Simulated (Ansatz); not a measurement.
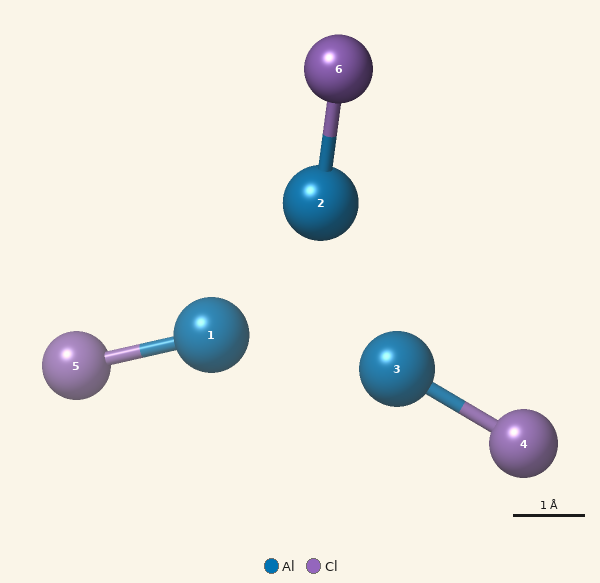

*The starting structure (ball-and-stick view, seen at a tilt; atoms are numbered from 1 in the order of the input). Sticks mark near contacts.*

**Run report: Al$_{3}$Cl$_{3}$, geometry relaxation (part 1 of 2)**

Al$_{3}$Cl$_{3}$, computed with RKS r2SCAN-D4/def2-SVP (Ansatz 0.2.0).

The geometry: GFN2-xTB start. Figures and captions count atoms from 1; the log counts them from 0 in places.

**Input file**
```yaml
crystal:
  periodic: [false, false, false]
  atoms:
    - {symbol: Al, position_ang: [1.043770, 0.722850, 0.967240]}
    - {symbol: Al, position_ang: [0.136830, -1.426890, -0.346600]}
    - {symbol: Al, position_ang: [-1.210210, 0.877530, -0.498600]}
    - {symbol: Cl, position_ang: [-2.855570, 1.776860, -1.375150]}
    - {symbol: Cl, position_ang: [2.559700, 1.455600, 2.171360]}
    - {symbol: Cl, position_ang: [0.325480, -3.405950, -0.918250]}
basis:
  gaussian: {orbitals: def2-SVP}
hamiltonian: {xc: r2scan, dispersion: d4}
scf: {lower_state_search: "off"}
output: {orbitals: {seedname: orbitals}}
relax: {f_tol: 0.02, max_steps: 100}
```

Machine: 4 threads of Arm Neoverse V1, 23 GiB of memory available, shared host.

Launch command:
```bash
ansatz run in.yaml --threads 4 --pin off --events-out ev --progress --plain --max-ram 4787MiB
```

**What the program printed**
```
Functional definition: r2SCAN
  name "r2SCAN"
  cite "Furness, Kaplan, Ning, Perdew & Sun, J. Phys. Chem. Lett. 11, 8208 (2020) doi:10.1021/acs.jpclett.0c02405"
  cite "Furness, Kaplan, Ning, Perdew & Sun, J. Phys. Chem. Lett. 11, 9248 (2020) doi:10.1021/acs.jpclett.0c03077"
  parent r2scan
  parameter k0 = 0.174
  parameter k1 = 0.065
  parameter a1 = 4.9479
  exchange = r2scan_x(k0 = k0, k1 = k1, a1 = a1)
  correlation = r2scan_c
these checks for a lower state are left out or cut short: stability, starts, cluster_reference, orbital_swaps, neighbouring_geometries, increment
1164 factors; their error is unknown
mean field evaluation 1: about -57339.9850 eV, gradient 1.8e1 eV
mean field evaluation 2: about -57339.6432 eV, gradient 2.2e1 eV
mean field evaluation 4: about -57340.9207 eV, gradient 4.7e-1 eV
mean field evaluation 8: about -57340.8355 eV, gradient 1.3e-2 eV
mean field evaluation 16: about -57340.8355 eV, gradient 3.6e-6 eV
mean field -57340.83546678 eV, -2107.2368363901 hartree, gradient 3.5e-6 eV, S^2 0.000000; 0 other end points of the search recorded, 0 dependent functions left out
the calculation of the forces begins
reference -57340.83548017 eV, -2107.2368368819 hartree; 45, 45 occupied and 63, 63 virtual orbitals, 1164 factors
relax step   1: F+E_penalty+E_count = -57340.88439157 eV  Δ(F+E_penalty+E_count) = +0.000e0 eV  max|allowed force component| = 9.833e-1 eV/Å  Δτ_max = 0.0000 Å  (14 SCF iters, accepted)
these checks for a lower state are left out or cut short: stability, starts, cluster_reference, orbital_swaps, neighbouring_geometries, increment
1164 factors; their error is unknown
mean field -57340.93816658 eV, -2107.2406105381 hartree, gradient 2.3e-6 eV, S^2 0.000000; 0 other end points of the search recorded, 0 dependent functions left out
[... from here on the field's lines of each further geometry are left out, up to the last ...]
relax step   2: F+E_penalty+E_count = -57340.98635781 eV  Δ(F+E_penalty+E_count) = -1.020e-1 eV  max|allowed force component| = 1.570e-1 eV/Å  Δτ_max = 0.0897 Å  (18 SCF iters, accepted)
relax step   3: F+E_penalty+E_count = -57340.99555434 eV  Δ(F+E_penalty+E_count) = -9.197e-3 eV  max|allowed force component| = 8.255e-2 eV/Å  Δτ_max = 0.0579 Å  (18 SCF iters, accepted)
relax step   4: F+E_penalty+E_count = -57341.00850653 eV  Δ(F+E_penalty+E_count) = -1.295e-2 eV  max|allowed force component| = 2.325e-1 eV/Å  Δτ_max = 0.2000 Å  (23 SCF iters, accepted)
relax step   5: F+E_penalty+E_count = -57341.07713041 eV  Δ(F+E_penalty+E_count) = -6.862e-2 eV  max|allowed force component| = 3.841e-1 eV/Å  Δτ_max = 0.2000 Å  (23 SCF iters, accepted)
relax step   6: F+E_penalty+E_count = -57341.10591707 eV  Δ(F+E_penalty+E_count) = -2.879e-2 eV  max|allowed force component| = 5.683e-1 eV/Å  Δτ_max = 0.1979 Å  (25 SCF iters, accepted)
relax step   7: F+E_penalty+E_count = -57341.14921305 eV  Δ(F+E_penalty+E_count) = -4.330e-2 eV  max|allowed force component| = 5.131e-1 eV/Å  Δτ_max = 0.1964 Å  (21 SCF iters, accepted)
relax step   8: F+E_penalty+E_count = -57341.18216534 eV  Δ(F+E_penalty+E_count) = -3.295e-2 eV  max|allowed force component| = 2.806e-1 eV/Å  Δτ_max = 0.0631 Å  (20 SCF iters, accepted)
relax step   9: F+E_penalty+E_count = -57341.20456551 eV  Δ(F+E_penalty+E_count) = -2.240e-2 eV  max|allowed force component| = 1.797e-1 eV/Å  Δτ_max = 0.1327 Å  (20 SCF iters, accepted)
relax step  10: F+E_penalty+E_count = -57341.21413144 eV  Δ(F+E_penalty+E_count) = -9.566e-3 eV  max|allowed force component| = 1.240e-1 eV/Å  Δτ_max = 0.0594 Å  (19 SCF iters, accepted)
relax step  11: F+E_penalty+E_count = -57341.21573863 eV  Δ(F+E_penalty+E_count) = -1.607e-3 eV  max|allowed force component| = 2.677e-2 eV/Å  Δτ_max = 0.0302 Å  (21 SCF iters, accepted)
relax step  12: F+E_penalty+E_count = -57341.21610070 eV  Δ(F+E_penalty+E_count) = -3.621e-4 eV  max|allowed force component| = 1.307e-2 eV/Å  Δτ_max = 0.0279 Å  (21 SCF iters, accepted)
relax step  13: F+E_penalty+E_count = -57341.21630909 eV  Δ(F+E_penalty+E_count) = -2.084e-4 eV  max|allowed force component| = 1.236e-2 eV/Å  Δτ_max = 0.0245 Å  (21 SCF iters, accepted)
relax step  14: F+E_penalty+E_count = -57341.21649446 eV  Δ(F+E_penalty+E_count) = -1.854e-4 eV  max|allowed force component| = 9.187e-3 eV/Å  Δτ_max = 0.0277 Å  (21 SCF iters, accepted)
relax step  15: F+E_penalty+E_count = -57341.21658553 eV  Δ(F+E_penalty+E_count) = -9.107e-5 eV  max|allowed force component| = 5.131e-3 eV/Å  Δτ_max = 0.0138 Å  (21 SCF iters, accepted)
relax step  16: F+E_penalty+E_count = -57341.21675114 eV  Δ(F+E_penalty+E_count) = -1.656e-4 eV  max|allowed force component| = 1.899e-2 eV/Å  Δτ_max = 0.0239 Å  (20 SCF iters, accepted)
relax step  17: F+E_penalty+E_count = -57341.21028447 eV  Δ(F+E_penalty+E_count) = +6.467e-3 eV  max|allowed force component| = 3.222e-1 eV/Å  Δτ_max = 0.1771 Å  (25 SCF iters, rejected (line search))
relax step  18: F+E_penalty+E_count = -57341.21716953 eV  Δ(F+E_penalty+E_count) = -4.184e-4 eV  max|allowed force component| = 9.092e-2 eV/Å  Δτ_max = 0.0866 Å  (20 SCF iters, accepted)
relax step  19: F+E_penalty+E_count = -57341.21799158 eV  Δ(F+E_penalty+E_count) = -8.220e-4 eV  max|allowed force component| = 1.090e-1 eV/Å  Δτ_max = 0.0238 Å  (21 SCF iters, accepted)
relax step  20: F+E_penalty+E_count = -57341.21971257 eV  Δ(F+E_penalty+E_count) = -1.721e-3 eV  max|allowed force component| = 9.275e-2 eV/Å  Δτ_max = 0.0390 Å  (20 SCF iters, accepted)
relax step  21: F+E_penalty+E_count = -57341.21432523 eV  Δ(F+E_penalty+E_count) = +5.387e-3 eV  max|allowed force component| = 2.779e-1 eV/Å  Δτ_max = 0.1758 Å  (25 SCF iters, rejected (line search))
relax step  22: F+E_penalty+E_count = -57341.22338772 eV  Δ(F+E_penalty+E_count) = -3.675e-3 eV  max|allowed force component| = 4.308e-2 eV/Å  Δτ_max = 0.0857 Å  (20 SCF iters, accepted)
relax step  23: F+E_penalty+E_count = -57341.22448265 eV  Δ(F+E_penalty+E_count) = -1.095e-3 eV  max|allowed force component| = 1.078e-1 eV/Å  Δτ_max = 0.0978 Å  (20 SCF iters, accepted)
relax step  24: F+E_penalty+E_count = -57341.22600397 eV  Δ(F+E_penalty+E_count) = -1.521e-3 eV  max|allowed force component| = 5.984e-2 eV/Å  Δτ_max = 0.0278 Å  (21 SCF iters, accepted)
the calculation of the forces begins
reference -57341.17306983 eV, -2107.2492430730 hartree; 45, 45 occupied and 63, 63 virtual orbitals, 1164 factors
relax step  25: F+E_penalty+E_count = -57341.22680613 eV  Δ(F+E_penalty+E_count) = -8.022e-4 eV  max|allowed force component| = 2.959e-2 eV/Å  Δτ_max = 0.0280 Å  (21 SCF iters, accepted)
these checks for a lower state are left out or cut short: stability, starts, cluster_reference, orbital_swaps, neighbouring_geometries, increment
1164 factors; their error is unknown
mean field evaluation 192: about -57341.2605 eV, gradient 2.0e-2 eV
mean field -57341.17371539 eV, -2107.2492667970 hartree, gradient 2.8e-6 eV, S^2 0.000000; 0 other end points of the search recorded, 0 dependent functions left out
the calculation of the forces begins
reference -57341.17372796 eV, -2107.2492672592 hartree; 45, 45 occupied and 63, 63 virtual orbitals, 1164 factors
relax step  26: F+E_penalty+E_count = -57341.22765501 eV  Δ(F+E_penalty+E_count) = -8.489e-4 eV  max|allowed force component| = 1.580e-2 eV/Å  Δτ_max = 0.0494 Å  (20 SCF iters, accepted)
```

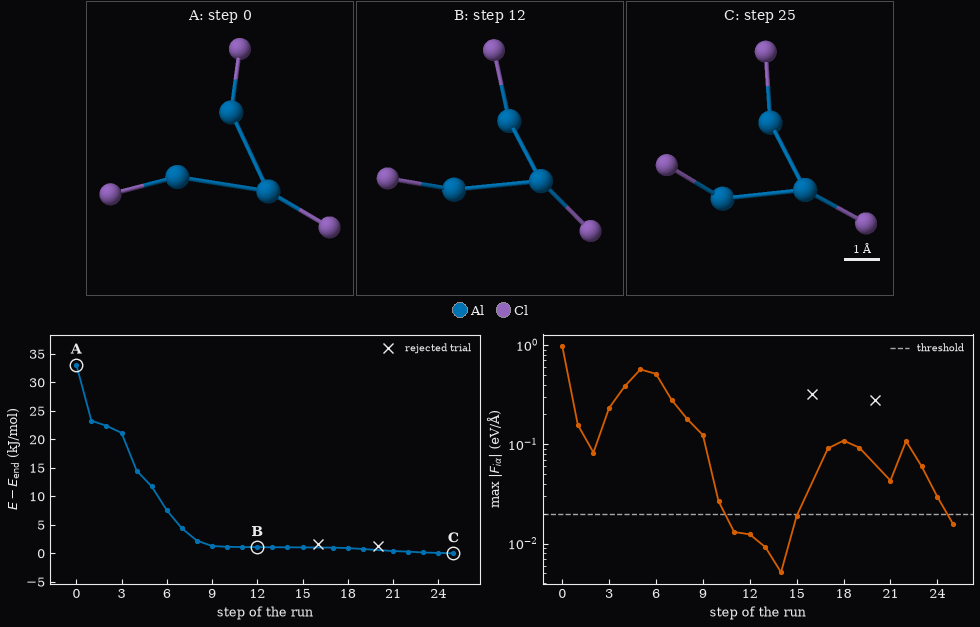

*Frames of the relaxation (ball-and-stick view, seen at a tilt) above the curves, on which the letters mark them (the first geometry is step 0 here and step 1 in the log).*

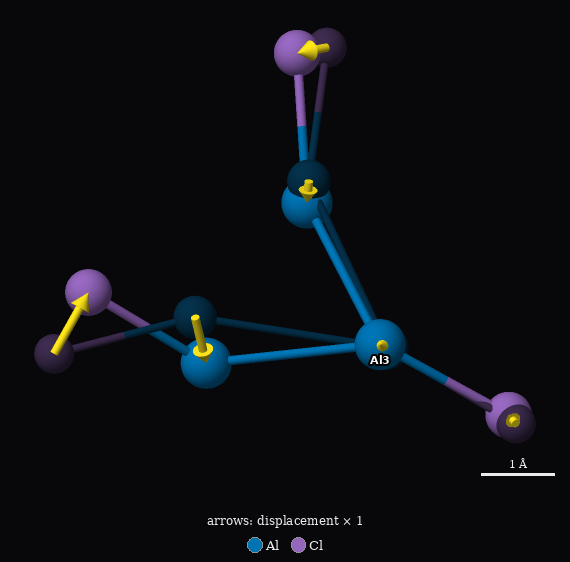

*Start (faint) and end (solid) with the displacements as yellow arrows, at true length (ball-and-stick view, seen at a tilt). The two geometries are laid on each other by the best rigid fit.*

The energy falls by 33.1 kJ/mol in 25 geometry steps. The largest force component goes from 0.98 to 0.016 eV/Å. The line search rejected the trial steps at points 16, 20 (counted from 0) and went back. The largest move after the best rigid fit is that of Cl5, 0.97 Å. Largest moves by element: Cl 0.97 Å, Al 0.84 Å. Among the contacts that change: Al1–Al3 2.693 → 2.576 Å, Al1–Cl5 2.070 → 2.148 Å, Al3–Cl4 2.070 → 2.133 Å, Al2–Cl6 2.069 → 2.116 Å. Among the angles that change: Al3–Al1–Cl5 155.4° → 119.9°, Al1–Al3–Cl4 157.0° → 128.4°, Al2–Al3–Cl4 143.0° → 117.0°. (Atoms are counted from 1 in the order of the input.)

```
Total energy: -57341.22766759 eV, -2107.2512495037 hartree
Atom 0 at     1.142577     1.250605     0.320331 Å, force    -0.010004     0.004016    -0.013393 eV/Å
Atom 1 at     0.237116    -1.154520    -0.529712 Å, force     0.004227     0.015797    -0.004394 eV/Å
Atom 2 at    -1.401775     0.931600     0.072660 Å, force    -0.001043     0.006573    -0.001611 eV/Å
Atom 3 at    -2.681467     1.636034    -1.481746 Å, force    -0.002130    -0.002046     0.001910 eV/Å
Atom 4 at     2.138315     0.581042     2.101457 Å, force     0.006200    -0.011452     0.011862 eV/Å
Atom 5 at     0.565234    -3.244761    -0.482990 Å, force     0.002750    -0.012889     0.005626 eV/Å
Dipole moment:     0.014912     0.104314    -0.090519 e Å
Checks for a lower state left out: stability, starts, cluster_reference, orbital_swaps, neighbouring_geometries, increment
```
